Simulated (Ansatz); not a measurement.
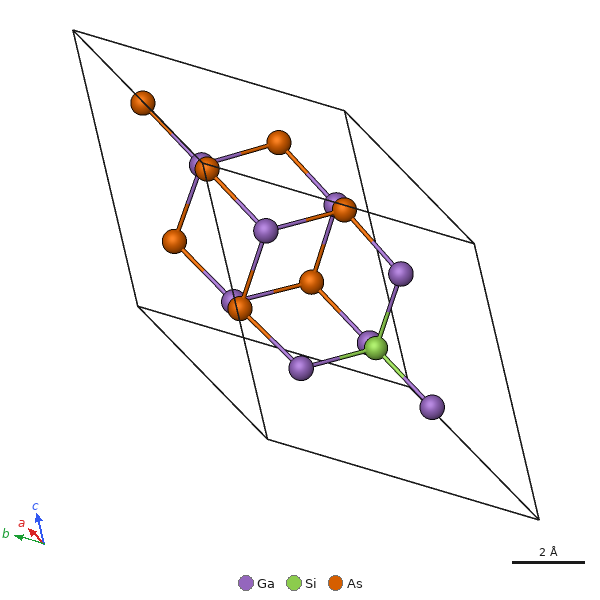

The crystal in a ball-and-stick representation, seen from a general direction. The parallelepiped is the supercell. The host is GaAs, in a cell of 16 sites, and the cell carries a charge of -1.

Identify the point defect.

Answer. Silicon on an arsenic site (a substitutional impurity). It is bonded to four Ga in a tetrahedral arrangement at about 2.3 Å.

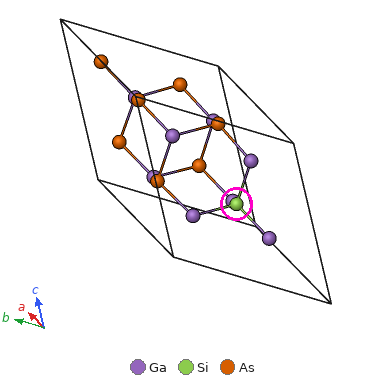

The same cell with a ring at the defect's site.

The atoms were relaxed in the host's cell with DFT LDA, scalar-relativistic, plane waves, PAW (Ansatz).
